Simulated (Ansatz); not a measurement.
C2H4Ca

Input file:

```
basis:
  gaussian: {orbitals: def2-TZVPD}
crystal:
  periodic: [false, false, false]
  atoms:
    - symbol: C
      position_ang: [-0.640071, 0.332090, 1.229707]
    - symbol: C
      position_ang: [0.636613, -0.094500, 1.213454]
    - symbol: Ca
      position_ang: [-0.648713, 0.284978, -1.076705]
    - symbol: H
      position_ang: [-1.062652, 0.494631, 2.231772]
    - symbol: H
      position_ang: [1.282668, -0.291534, 2.083736]
    - symbol: H
      position_ang: [1.195663, -0.301289, 0.264354]
    - symbol: H
      position_ang: [0.721376, -0.198507, -2.492677]
output: {forces: true, orbitals: {seedname: orbitals}}
hamiltonian: {xc: pbe0}
```

Launched as:

```sh
ansatz run input.yaml --threads 1 --pin off --max-ram 2610MiB --events-out events.jsonl --progress --plain --runs-dir runs
```

Geometry: PBE0-D3(BJ)/def2-SVP.

Method: isolated molecule in a Gaussian basis; Kohn-Sham density functional theory, functional PBE0 (Ansatz 0.2.0).

What will maps of the electron density and electron localisation function show?

Answer. C–C (1.35 Å): ρ is about 2.3 e/Å³ halfway; the ELF peaks at about 0.95 between the atoms: a covalent bond.
C–Ca (2.31 Å): ρ at the midpoint is about 0.39 e/Å³; the ELF peaks at about 0.90 in the valence shell of C, 0.6 Å from its nucleus, and is about 0.25 at the midpoint.
C–H (1.10 Å): the density is about 1.9 e/Å³ at the midpoint; the ELF climbs to about 1 towards the hydrogen, as it does in any bond to H (an ordinary covalent bond to hydrogen).
C–Ca (2.65 Å): ρ at the midpoint is about 0.18 e/Å³; the ELF is about 0.05 at the midpoint.

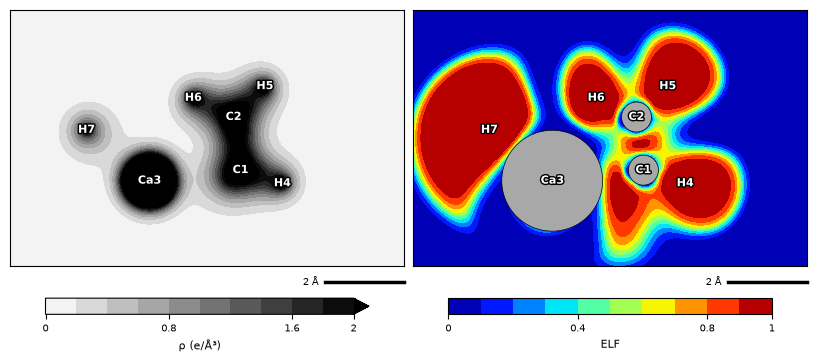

Computed electron density and electron localisation function on the molecular plane, in this order. Grey discs cover the atomic cores in the ELF map. 
